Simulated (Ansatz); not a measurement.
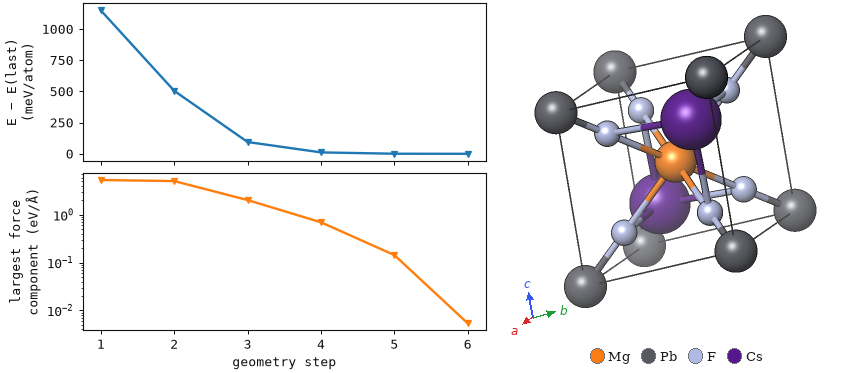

Beside the plot: the structure at the start.

History of a geometry optimisation. Only the atoms move.

Cs2MgPbF6 (Fm-3m, 10 atoms in the cell); DFT, PAW plane waves, r2SCAN (Ansatz 0.2.0); cutoff 500 eV, 6×6×6 k-mesh, Fermi–Dirac smearing of 0.0512 eV.

Question: How did it end, and what did it gain?

Answer: The optimisation met its thresholds at geometry 6, counting the start as the first. The energy fell by about 1100 meV/atom from the first step to the last. The largest force component goes from about 5.4 eV/Å at the start to 5 × 10⁻³ eV/Å at the end.
